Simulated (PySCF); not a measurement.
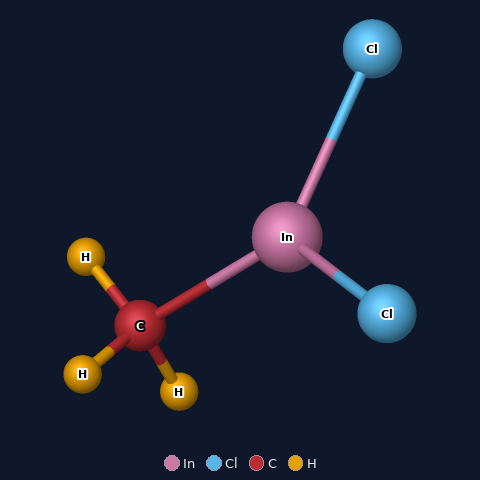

Structure of CH₃Cl₂In (InCl2Me), SMILES [CH3][In]([Cl])[Cl], singlet.

Vertical TDDFT excitations, ωB97X-D/def2-SVPD with PySCF 2.14.0, at a PBE0-D3(BJ)/def2-SVP geometry (no frequency check), gas phase.

> Where does it absorb, and how strongly?

The lowest singlet lies at 5.90 eV (210 nm, f = 0.035); the brightest of the first 10 is S3/S4 at 5.98 eV (207 nm), f = 0.149, mainly HOMO/HOMO−2 → LUMO. No singlet lies below 3.1 eV (beyond 400 nm), so at this level no vertical transition falls in the visible.


```tsv
state	E (eV)	λ (nm)	f	main character
S1/S2	5.90	210	0.035	HOMO−1/HOMO → LUMO/LUMO+1
S3/S4	5.98	207	0.149	HOMO/HOMO−2 → LUMO
S5	6.15	202	0.000	HOMO−1 → LUMO+1 (98 %)
S6	6.36	195	0.044	HOMO−3 → LUMO (92 %)
S7	6.49	191	0.012	HOMO−2 → LUMO+1 (82 %)
S8	6.80	182	0.005	HOMO−3 → LUMO+1 (68 %)
S9	7.00	177	0.007	HOMO−4 → LUMO+1 (98 %)
S10	7.24	171	0.000	HOMO−5 → LUMO+1 (98 %)
```

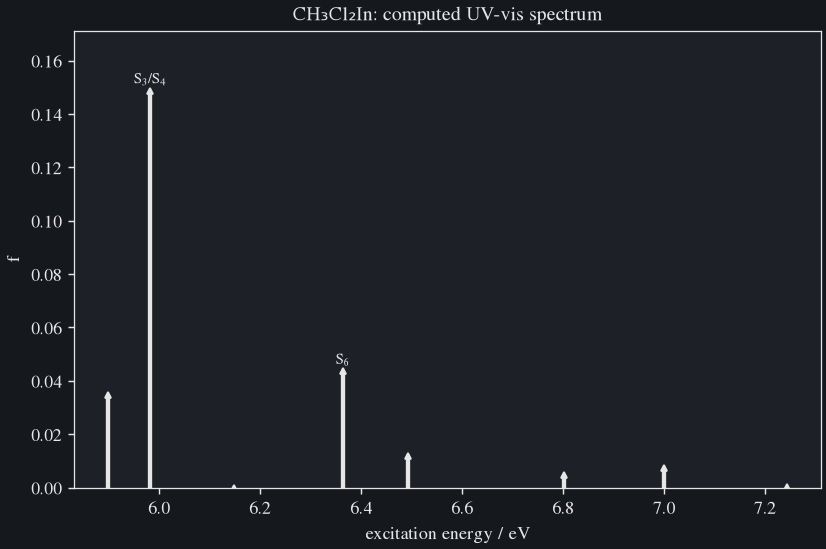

Only the first 10 singlet excitations are included. States within 0.01 eV of each other are merged, with their strengths summed. The highest state may be half of a pair whose partner wasn't computed.

Known limits of this run: effective core potentials, which hold scalar relativity, on atoms heavier than Kr; spin-orbit coupling is left out, and with In it can shift these levels and split any degenerate set; core orbitals are frozen in the response.
